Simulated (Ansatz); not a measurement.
**Single-point calculation of C32H36Si29 (part 2 of 2)**

The same run, continued: C32H36Si29 (97 atoms in the cell); DFT, HSE06, PAW, plane waves (Ansatz 0.2.0); cutoff 420 eV, 1×1×4 k-mesh, Fermi–Dirac smearing of 0.01 eV. 

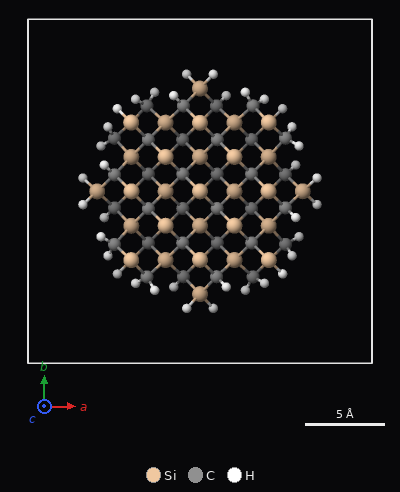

Figure 1. The structure (ball-and-stick view of the cell of the calculation, with the vacuum cut short, along the c axis).

Log, continued
```
--- Forces (eV/Å), atoms counted from 1 ---
  atom   1  Si    -0.16345282    -0.16502654     0.05741544
  atom   2  Si    -0.02810442     0.00095909    -0.00001895
  atom   3  Si    -0.16345776     0.16508724    -0.05692225
  atom   4  Si    -0.00176563    -0.02638375    -0.00010344
  atom   5  Si     0.00052765     0.00169433     0.00021474
  atom   6  Si    -0.00125423     0.02576037    -0.00149008
  atom   7  Si     0.16325286    -0.16402667    -0.05764044
  atom   8  Si     0.02682205     0.00204093    -0.00112813
  atom   9  Si     0.16203116     0.16309248     0.05753095
  atom  10  Si    -0.00893272    -0.00721310     0.00065556
  atom  11  Si    -0.00780055     0.00982388     0.00053112
  atom  12  Si     0.00921742    -0.00678862     0.00040410
  atom  13  Si     0.00906195     0.00976047    -0.00060465
  atom  14  Si    -0.24075676     0.00053127     0.00111239
  atom  15  Si    -0.01029178    -0.03991365    -0.03243564
  atom  16  Si    -0.00098967     0.00136648     0.00093092
  atom  17  Si    -0.01103521     0.03821030     0.03199023
  atom  18  Si     0.00832686    -0.03837974     0.03240708
  atom  19  Si     0.00068258     0.00144541     0.00019714
  atom  20  Si     0.00881067     0.04018682    -0.03161267
  atom  21  Si     0.24112816     0.00066040    -0.00087586
  atom  22  Si    -0.04037453    -0.00797020    -0.03170732
  atom  23  Si    -0.03897993     0.01038182     0.03121353
  atom  24  Si    -0.00127752    -0.24097492    -0.00106377
  atom  25  Si    -0.00126536     0.00066436     0.00006722
  atom  26  Si    -0.00060827     0.00086549     0.00020416
  atom  27  Si    -0.00059245     0.24104348     0.00017680
  atom  28  Si     0.03919250    -0.00786069     0.03074349
  atom  29  Si     0.03852596     0.00926441    -0.03307708
  atom  30  C      0.01947709     0.01851613    -0.00177309
  atom  31  C      0.01893120    -0.00615442    -0.00797652
  atom  32  C     -0.06884132     0.31748477     0.06530522
  atom  33  C     -0.00477318     0.01657997    -0.00787430
  atom  34  C     -0.00446555    -0.00576069    -0.00275892
  atom  35  C      0.14381783     0.16881225    -0.14397825
  atom  36  C      0.31912007    -0.07030262     0.06614436
  atom  37  C      0.16782624     0.14357212    -0.14378925
  atom  38  C     -0.16833557    -0.14368135    -0.14561015
  atom  39  C     -0.31747226     0.06887674     0.06603960
  atom  40  C     -0.14173008    -0.16829663    -0.14575366
  atom  41  C      0.00507923     0.00379160    -0.00313768
  atom  42  C      0.00616285    -0.01952010    -0.00711136
  atom  43  C      0.07070285    -0.31837445     0.06605129
  atom  44  C     -0.01869569     0.00408074    -0.00657269
  atom  45  C     -0.01786602    -0.02020636    -0.00166802
  atom  46  C     -0.31759505    -0.07114470    -0.06561903
  atom  47  C     -0.16758122     0.14164164     0.14454847
  atom  48  C      0.00763723     0.01879568     0.00745198
  atom  49  C      0.00430572    -0.00558660     0.00252657
  atom  50  C     -0.14123766     0.16955790     0.14623811
  atom  51  C     -0.01841614     0.01741175     0.00125807
  atom  52  C     -0.01932823    -0.00651086     0.00805740
  atom  53  C      0.06859685     0.31950944    -0.06503184
  atom  54  C     -0.06896915    -0.31809311    -0.06409207
  atom  55  C      0.02001149     0.00521172     0.00726828
  atom  56  C      0.01896583    -0.02018992     0.00122648
  atom  57  C      0.14528271    -0.16820425     0.14517366
  atom  58  C     -0.00448960     0.00328854     0.00281184
  atom  59  C     -0.00426638    -0.01953110     0.00783783
  atom  60  C      0.16853815    -0.14471895     0.14482423
  atom  61  C      0.31856709     0.07041039    -0.06596786
  atom  62  H      0.13814137     0.13856762    -0.18084598
  atom  63  H      0.13829578    -0.13799138     0.18038759
  atom  64  H     -0.13793777     0.13864716     0.17995427
  atom  65  H     -0.13794808    -0.13772049    -0.18088704
  atom  66  H      0.24925173    -0.11651192    -0.26220165
  atom  67  H     -0.21026767    -0.30002731     0.18250980
  atom  68  H     -0.24945001    -0.23611401     0.27086892
  atom  69  H     -0.11762183     0.24929910    -0.26150636
  atom  70  H     -0.30067725    -0.20936563     0.18174998
  atom  71  H     -0.23503911    -0.24972667     0.27140735
  atom  72  H      0.23462410     0.25096011     0.27160716
  atom  73  H      0.30092092     0.21048629     0.18038145
  atom  74  H      0.11598887    -0.24991590    -0.26215667
  atom  75  H      0.24924628     0.23523323     0.27191636
  atom  76  H      0.20903805     0.30132703     0.18028078
  atom  77  H     -0.25023585     0.11577501    -0.26216738
  atom  78  H      0.12578543    -0.14346377     0.14900618
  atom  79  H      0.12614402     0.14374821    -0.14888085
  atom  80  H     -0.12641053     0.14440982     0.14928256
  atom  81  H     -0.12591233    -0.14519085    -0.14959555
  atom  82  H      0.11666654     0.24972917     0.26377503
  atom  83  H      0.30093184    -0.21069545    -0.18180890
  atom  84  H      0.23490101    -0.25017200    -0.27163982
  atom  85  H      0.24970118    -0.23523248    -0.27226260
  atom  86  H      0.21063401    -0.30048110    -0.18137405
  atom  87  H     -0.25002109    -0.11685274     0.26254861
  atom  88  H     -0.14398164     0.12591774     0.14928477
  atom  89  H      0.14460685     0.12579165    -0.14883835
  atom  90  H      0.14465798    -0.12609276     0.14867002
  atom  91  H     -0.14434078    -0.12518663    -0.14961738
  atom  92  H      0.24907578     0.11697941     0.26274308
  atom  93  H     -0.21066759     0.29999647    -0.18305126
  atom  94  H     -0.25056063     0.23479961    -0.27202020
  atom  95  H     -0.23585725     0.25036728    -0.27206113
  atom  96  H     -0.30150213     0.20981702    -0.18015844
  atom  97  H     -0.11518945    -0.25022618     0.26352823
  max |Σ_I F_I| component: 5.90e-4 eV/Å
--- Band table (eV) ---
  k-point 0: bands = ["-18.3679", "-17.8871", "-17.8871", "-17.3101", "-17.2594", "-17.0722", "-16.6182", "-16.6179", "-16.1756", "-16.1755", "-16.0074", "-15.7572", "-15.4600", "-15.1766", "-15.1765", "-15.1056", "-15.0478", "-14.6954", "-14.5384", "-14.5383", "-14.3382", "-14.0805", "-14.0801", "-14.0797", "-13.8729", "-13.8729", "-13.8118", "-13.5513", "-13.5064", "-13.3355", "-13.3353", "-13.2588", "-10.2738", "-10.2710", "-9.9976", "-9.9241", "-9.9241", "-9.7717", "-9.7713", "-9.7214",
      "-9.5867", "-9.5866", "-9.5285", "-9.4502", "-9.3353", "-9.1319", "-9.1314", "-9.1257", "-8.9991", "-8.8861", "-8.7441", "-8.7440", "-8.4780", "-8.2316", "-8.1787", "-8.1785", "-8.1221", "-8.1184", "-7.9350", "-7.9349", "-7.5432", "-7.4782", "-7.4226", "-7.4225", "-7.3454", "-7.1300", "-7.0924", "-7.0922", "-6.9573", "-6.9217", "-6.8078", "-6.8077", "-6.7947", "-6.7345", "-6.7344", "-6.7330", "-6.6830", "-6.4268", "-6.3779", "-6.3778",
      "-6.1565", "-6.1563", "-6.0899", "-6.0873", "-6.0744", "-6.0171", "-6.0168", "-5.8894", "-5.7704", "-5.7300", "-5.7300", "-5.7264", "-5.6785", "-5.6767", "-5.4632", "-5.4631", "-5.4483", "-5.4386", "-5.2876", "-5.2875", "-5.2694", "-5.2528", "-5.1904", "-5.0905", "-5.0903", "-5.0644", "-4.9121", "-4.9120", "-4.7177", "-4.6979", "-4.6956", "-4.6955", "-4.5627", "-4.5625", "-4.5442", "-4.3618", "-4.3117", "-4.2877", "-4.2480", "-4.2478",
      "-4.2044", "-4.2040", "-4.1516", "-3.8425", "-3.7092", "-3.6889", "-3.6887", "-3.4925", "-3.4700", "-3.2592", "-3.1180", "-3.1179", "-3.1005", "-2.8415", "-2.8413", "-2.6478", "-2.4581", "-2.2949", "-2.2424", "-2.2421", "1.4067", "1.4069", "1.4442", "2.1815", "2.1864", "2.5329", "2.5330", "2.7974", "2.8000", "2.8283", "3.1395", "3.1397", "3.2586", "3.2588", "3.2734", "3.3560", "3.3994", "3.4905", "3.4906", "3.5765",
      "3.7162", "3.7912", "3.8308", "3.8310", "4.0484", "4.0485", "4.0727", "4.0817", "4.1976", "4.2731", "4.2879", "4.2880", "4.2983", "4.4217", "4.4351", "4.4394", "4.4398", "4.5460", "4.6692", "4.6705", "4.7745", "4.7745", "4.8025", "4.8028", "4.8584", "4.9092", "4.9096", "4.9742", "5.0663", "5.1222", "5.2211", "5.3120", "5.3120", "5.3192", "5.3407", "5.3491", "5.3491", "5.4528", "5.4529", "5.4820",
      "5.5611", "5.5897", "5.5899", "5.6057", "5.6168", "5.6566", "5.8800", "5.8803", "5.9112", "6.0836", "6.1133", "6.1244", "6.1488", "6.1489", "6.1514", "6.1732", "6.1734", "6.3593", "6.3707", "6.3710", "6.4563", "6.5588", "6.5589", "6.5731", "6.6646", "6.6858", "6.7076", "6.7354", "6.7615", "6.7618", "6.8389", "6.8390", "6.8483", "6.8829", "6.9680", "7.0084", "7.0085"]
  k-point 1: bands = ["-17.9384", "-17.4775", "-17.4774", "-16.9357", "-16.8773", "-16.7047", "-16.2959", "-16.2956", "-15.8660", "-15.8659", "-15.7644", "-15.5260", "-15.3025", "-15.0910", "-15.0909", "-14.9024", "-14.8762", "-14.7729", "-14.6956", "-14.6493", "-14.6491", "-14.4860", "-14.4859", "-14.4557", "-14.4318", "-14.3679", "-14.1500", "-14.1498", "-13.8916", "-13.8733", "-13.8175", "-13.8174", "-10.3640", "-10.2623", "-10.2622", "-10.2251", "-10.1540", "-10.1539", "-10.1331", "-9.9753",
      "-9.8378", "-9.7111", "-9.6694", "-9.6692", "-9.6485", "-9.5969", "-9.3922", "-9.3921", "-9.2718", "-9.1772", "-9.1237", "-9.1236", "-8.8364", "-8.7784", "-8.7330", "-8.7329", "-8.5365", "-8.4422", "-8.4002", "-8.4002", "-7.6516", "-7.6424", "-7.6238", "-7.6237", "-7.5941", "-7.2594", "-7.2064", "-7.1572", "-7.1569", "-7.0012", "-7.0010", "-6.8969", "-6.8935", "-6.5320", "-6.5317", "-6.4787", "-6.3439", "-6.3437", "-6.3336", "-6.2589",
      "-6.2148", "-6.1537", "-6.0784", "-5.9094", "-5.9092", "-5.7080", "-5.6576", "-5.5279", "-5.4737", "-5.4732", "-5.4319", "-5.4317", "-5.2862", "-5.2413", "-5.2343", "-5.2341", "-5.1726", "-5.1324", "-5.1322", "-5.1077", "-5.0319", "-5.0317", "-4.8396", "-4.7512", "-4.6756", "-4.6754", "-4.6530", "-4.6396", "-4.5554", "-4.5552", "-4.5390", "-4.4866", "-4.4833", "-4.3801", "-4.2826", "-4.2824", "-4.2757", "-4.1871", "-4.0541", "-4.0539",
      "-3.9773", "-3.9771", "-3.9622", "-3.7851", "-3.7257", "-3.5267", "-3.5119", "-3.5116", "-3.3433", "-3.2738", "-3.2688", "-3.2687", "-3.1092", "-2.9894", "-2.9891", "-2.9470", "-2.6356", "-2.4362", "-2.4361", "-2.3527", "2.1220", "2.4967", "2.4969", "2.9315", "2.9762", "3.1210", "3.1211", "3.2170", "3.3029", "3.3570", "3.5165", "3.5167", "3.5872", "3.6971", "3.7101", "3.7102", "3.8150", "3.8249", "3.9249", "3.9252",
      "4.1580", "4.2133", "4.2135", "4.2704", "4.2705", "4.3255", "4.3682", "4.4526", "4.5716", "4.5779", "4.6294", "4.6296", "4.7380", "4.8193", "4.8196", "4.8929", "4.9873", "4.9875", "4.9876", "5.0404", "5.1010", "5.1013", "5.1403", "5.1858", "5.3165", "5.3349", "5.3630", "5.3842", "5.3843", "5.4469", "5.4617", "5.4619", "5.6215", "5.6217", "5.6399", "5.6566", "5.7420", "5.7645", "5.7967", "5.8820",
      "5.9261", "5.9264", "6.0365", "6.0426", "6.0707", "6.0710", "6.2081", "6.2301", "6.2302", "6.3065", "6.3217", "6.4292", "6.4699", "6.4700", "6.4784", "6.6149", "6.6151", "6.6215", "6.6817", "6.7601", "6.7756", "6.7757", "6.8143", "6.8347", "6.8350", "6.8527", "6.8603", "6.9905", "6.9908", "7.0717", "7.0721", "7.0770", "7.1519", "7.2201", "7.2852", "7.2853", "7.3525"]
  k-point 2: bands = ["-16.7397", "-16.6510", "-16.4133", "-16.4132", "-16.2124", "-16.2122", "-16.0855", "-15.9201", "-15.9027", "-15.7082", "-15.6771", "-15.6712", "-15.6709", "-15.5432", "-15.1680", "-15.1678", "-15.1139", "-15.1014", "-15.0923", "-15.0921", "-15.0282", "-14.9767", "-14.9765", "-14.8495", "-14.6286", "-14.6285", "-14.3691", "-14.3688", "-14.3684", "-14.2090", "-13.6976", "-13.6975", "-10.7208", "-10.6892", "-10.6527", "-10.6526", "-10.5545", "-10.3236", "-10.3234", "-10.2362",
      "-10.0748", "-10.0007", "-10.0006", "-9.8579", "-9.8577", "-9.7106", "-9.6942", "-9.5372", "-9.4841", "-9.2665", "-9.2664", "-9.1581", "-9.0536", "-8.9025", "-8.8938", "-8.8429", "-8.8428", "-8.5536", "-8.2817", "-8.1497", "-8.1494", "-8.0895", "-8.0893", "-7.9628", "-7.9268", "-7.6694", "-7.6693", "-7.5911", "-7.0184", "-6.9964", "-6.9728", "-6.9727", "-6.8748", "-6.8212", "-6.8208", "-6.7711", "-6.7678", "-6.3563", "-6.3562", "-6.2520",
      "-6.1214", "-6.0236", "-6.0235", "-6.0232", "-5.7314", "-5.7311", "-5.7023", "-5.5688", "-5.5150", "-5.4836", "-5.1616", "-5.1122", "-5.1118", "-5.0904", "-5.0799", "-5.0644", "-5.0641", "-5.0632", "-4.9380", "-4.8283", "-4.8282", "-4.6351", "-4.6351", "-4.5918", "-4.4457", "-4.4422", "-4.3961", "-4.3958", "-4.1355", "-4.0548", "-4.0219", "-4.0091", "-4.0088", "-3.9755", "-3.9088", "-3.8779", "-3.8776", "-3.8418", "-3.8057", "-3.8055",
      "-3.6129", "-3.5128", "-3.5127", "-3.4434", "-3.3774", "-3.3770", "-3.3281", "-3.2629", "-3.2213", "-3.2212", "-3.2011", "-3.1921", "-3.1835", "-3.1781", "-3.1780", "-3.1439", "-3.1299", "-3.0930", "-3.0926", "-3.0595", "3.7112", "3.8693", "3.9145", "3.9146", "3.9662", "4.0223", "4.0965", "4.2001", "4.2003", "4.3248", "4.3250", "4.3468", "4.4096", "4.5025", "4.5080", "4.5081", "4.7046", "4.7047", "4.7208", "4.7253",
      "4.7693", "4.7963", "4.8195", "4.8294", "4.8295", "5.0041", "5.0385", "5.0385", "5.0982", "5.1542", "5.1676", "5.2172", "5.2174", "5.2502", "5.2740", "5.2741", "5.4046", "5.4048", "5.4073", "5.4542", "5.5395", "5.5399", "5.5918", "5.5956", "5.6215", "5.6216", "5.6551", "5.7145", "5.7265", "5.7266", "5.7803", "5.8175", "5.8291", "5.8880", "5.9807", "5.9892", "5.9909", "5.9911", "6.1257", "6.1262",
      "6.1438", "6.1736", "6.2032", "6.2033", "6.2788", "6.3221", "6.3221", "6.3580", "6.3582", "6.3958", "6.3990", "6.5020", "6.5239", "6.5328", "6.5813", "6.5814", "6.6388", "6.7268", "6.7567", "6.8338", "6.8544", "6.8545", "6.8662", "6.9307", "6.9517", "7.0198", "7.0199", "7.0456", "7.0547", "7.0697", "7.0699", "7.0982", "7.1197", "7.1248", "7.1360", "7.1363", "7.1925"]
--- Löwdin populations: 97 sites ---
  site symbol       q [e]
     0     Si      3.0080
     1     Si      2.8970
     2     Si      3.0080
     3     Si      2.8970
     4     Si      2.9248
     5     Si      2.8970
     6     Si      3.0080
     7     Si      2.8970
     8     Si      3.0079
     9     Si      2.9230
    10     Si      2.9230
    11     Si      2.9230
    12     Si      2.9230
    13     Si      3.1446
    14     Si      2.8903
    15     Si      2.9238
    16     Si      2.8903
    17     Si      2.8903
    18     Si      2.9238
    19     Si      2.8903
    20     Si      3.1446
    21     Si      2.8903
    22     Si      2.8903
    23     Si      3.1446
    24     Si      2.9238
    25     Si      2.9238
    26     Si      3.1446
    27     Si      2.8903
    28     Si      2.8903
    29      C      5.0083
    30      C      5.0061
    31      C      4.8536
    32      C      5.0061
    33      C      4.9968
    34      C      4.9446
    35      C      4.8537
    36      C      4.9446
    37      C      4.9447
    38      C      4.8537
    39      C      4.9446
    40      C      4.9968
    41      C      5.0061
    42      C      4.8537
    43      C      5.0061
    44      C      5.0083
    45      C      4.8536
    46      C      4.9446
    47      C      5.0061
    48      C      4.9968
    49      C      4.9447
    50      C      5.0083
    51      C      5.0061
    52      C      4.8537
    53      C      4.8536
    54      C      5.0061
    55      C      5.0083
    56      C      4.9446
    57      C      4.9968
    58      C      5.0061
    59      C      4.9446
    60      C      4.8537
    61      H      1.1349
    62      H      1.1349
    63      H      1.1349
    64      H      1.1349
    65      H      0.7958
    66      H      0.8077
    67      H      0.8053
    68      H      0.7957
    69      H      0.8077
    70      H      0.8053
    71      H      0.8053
    72      H      0.8077
    73      H      0.7958
    74      H      0.8053
    75      H      0.8076
    76      H      0.7958
    77      H      1.1181
    78      H      1.1181
    79      H      1.1181
    80      H      1.1181
    81      H      0.7958
    82      H      0.8077
    83      H      0.8053
    84      H      0.8053
    85      H      0.8077
    86      H      0.7958
    87      H      1.1181
    88      H      1.1181
    89      H      1.1181
    90      H      1.1181
    91      H      0.7957
    92      H      0.8077
    93      H      0.8053
    94      H      0.8053
    95      H      0.8076
    96      H      0.7958
  spilling = 0.011276 (of n_electrons = 280.000000)
```

Results in brief

| quantity | value |
| --- | --- |
| outcome | converged |
| electrons treated | 280 |
| free energy | −27073.4667 eV |
| Fermi energy | −0.418 eV |
| largest force (length of the vector) | 0.439 eV/Å |
| hardware | 1 × NVIDIA GB300 Max-Q, 8 threads of Arm Neoverse-V2, 80 GiB of memory available, shared host |
| wall time | 2.1 min (CPU time 7 min) |
| peak memory | 8 GiB |
